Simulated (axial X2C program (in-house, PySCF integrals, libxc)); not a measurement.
# Linear ClCoCl at several levels

How do method and spin–orbit coupling move the bonds and stretches of ClCoCl, held linear?

The runs use an in-house X2C program for linear molecules on PySCF integrals; all-electron X2C, two-component (2c) or spin-free, Cl dyall-av3z, Co dyall-v3z.

All values are calculated.

2 further runs of the same task are left out: 2 set aside as unsound or not needed.

### 1 Input

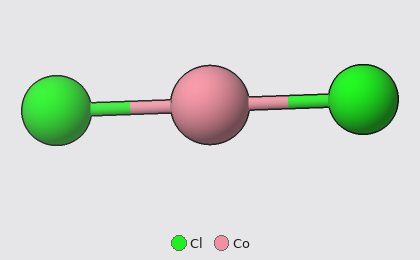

The atoms on one line, bonds 2.100 and 2.100 Å (chlorine green, cobalt pink).

task.json

```json
{
 "zs": [
  17,
  27,
  17
 ],
 "q": 0,
 "bas": [
  "dyall-av3z",
  "dyall-v3z",
  "dyall-av3z"
 ],
 "r0": [
  2.1,
  2.1
 ],
 "symm": 1,
 "scan": [
  "PBE0",
  "HF",
  "BHandHLYP"
 ],
 "levels": [
  "PBE0",
  "HF",
  "TPSSh"
 ],
 "nst": 2
}
```

Keys: zs atomic numbers; q charge; bas basis sets; r0 starting distance in Å; symm equal bonds; scan levels of the two-bond scan (MP2 follows by itself at each HF point); levels methods; nst determinants followed.

The run is started by

```console
python solin.py task.json out
```

Masses Cl 34.969, Co 58.933, Cl 34.969 u.

### 2 Scan at PBE0, 2c

State: Ω = 7/2 (beyond evenly filled blocks: ω = -1/2, ω = 3/2, ω = 5/2). Energies above the lowest point, from the job's result record:

```
r(Cl–Co) (Å)  r(Co–Cl) (Å)  E (meV)
      2.0319        2.0319    43.64
      2.0319        2.0840    21.29
      2.0319        2.1361    42.52
      2.0840        2.0319    21.29
      2.0840        2.0840     0.00
      2.0840        2.1361    22.14
      2.0840        2.1882    78.72
      2.1361        2.0319    42.52
      2.1361        2.0840    22.14
      2.1361        2.1361    45.05
      2.1882        2.0840    78.72
      2.1882        2.1882   160.14
```

A quadratic surface with cubic terms in each bond gives the minimum at 2.082 and 2.082 Å, force constants 2.58, 2.58 and coupling 0.05 mdyn/Å.

### 3 Scan at HF, 2c

State: Ω = 7/2 (beyond evenly filled blocks: ω = -1/2, ω = 3/2, ω = 5/2). Energies above the lowest point, from the job's result record:

```
r(Cl–Co) (Å)  r(Co–Cl) (Å)  E (meV)
      2.0319        2.0319   336.79
      2.0319        2.0840   228.18
      2.0319        2.1361   174.86
      2.0840        2.0319   228.18
      2.0840        2.0840   120.08
      2.0840        2.1361    67.20
      2.0840        2.1882    59.24
      2.1361        2.0319   174.86
      2.1361        2.0840    67.20
      2.1361        2.1361    14.73
      2.1882        2.0840    59.24
      2.1882        2.1882     0.00
```

A quadratic surface with cubic terms in each bond gives the minimum at 2.171 and 2.171 Å, force constants 2.24, 2.24 and coupling 0.02 mdyn/Å.

### 4 Scan at BHandHLYP, 2c

State: Ω = 7/2 (beyond evenly filled blocks: ω = -1/2, ω = 3/2, ω = 5/2). Energies above the lowest point, from the job's result record:

```
r(Cl–Co) (Å)  r(Co–Cl) (Å)  E (meV)
      2.0319        2.0319   113.32
      2.0319        2.0840    60.33
      2.0319        2.1361    55.39
      2.0840        2.0319    60.33
      2.0840        2.0840     8.07
      2.0840        2.1361     3.76
      2.0840        2.1882    37.97
      2.1361        2.0319    55.39
      2.1361        2.0840     3.76
      2.1361        2.1361     0.00
      2.1882        2.0840    37.97
      2.1882        2.1882    69.84
```

A quadratic surface with cubic terms in each bond gives the minimum at 2.114 and 2.114 Å, force constants 2.5, 2.5 and coupling 0.03 mdyn/Å.

### 5 Comparison

| level | r(Cl–Co) (Å) | r(Co–Cl) (Å) | lower stretch (cm⁻¹) | upper stretch (cm⁻¹) |
| --- | --- | --- | --- | --- |
| PBE0, 2c | 2.082 | 2.082 | 357.1 | 518.6 |
| HF, 2c | 2.171 | 2.171 | 331.6 | 485.0 |
| BHandHLYP, 2c | 2.114 | 2.114 | 350.9 | 512.0 |
| MP2, 2c | 2.095 | 2.095 | 353.7 | 524.3 |
| PBE0, spin-free | 2.081 | 2.081 | 357.3 | 519.0 |
| HF, spin-free | 2.171 | 2.171 | 331.9 | 485.5 |
| BHandHLYP, spin-free | 2.114 | 2.114 | 351.1 | 512.5 |
| MP2, spin-free | 2.094 | 2.094 | 354.0 | 524.7 |

Scans not shown above were run alike.

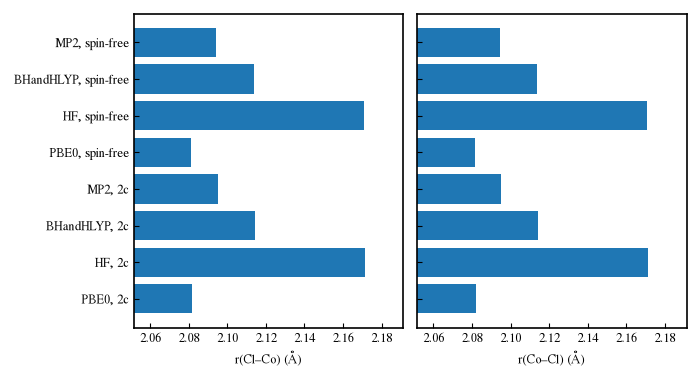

The two bond lengths by level.

In words: Over the levels the Cl–Co bond spans 2.081 to 2.171 Å and the Co–Cl bond 2.081 to 2.171 Å. At PBE0 spin–orbit coupling leaves both bonds unchanged to 0.001 Å. Each state is one determinant, the lowest of a limited PBE0 search; the stretches come from a fit to few points and are good to some per cent at best. The stretches are sorted by size, and where the two bonds are alike the symmetric and antisymmetric modes can swap order between levels. MP2 freezes inner shells (threshold -2 hartree). The molecule was held linear; bending was not examined, so a bent shape may lie lower. Note: functional without a current term on a determinant with orbital currents, of the molecule or an atom. Note: several unpaired electrons, one determinant need not be a pure state.
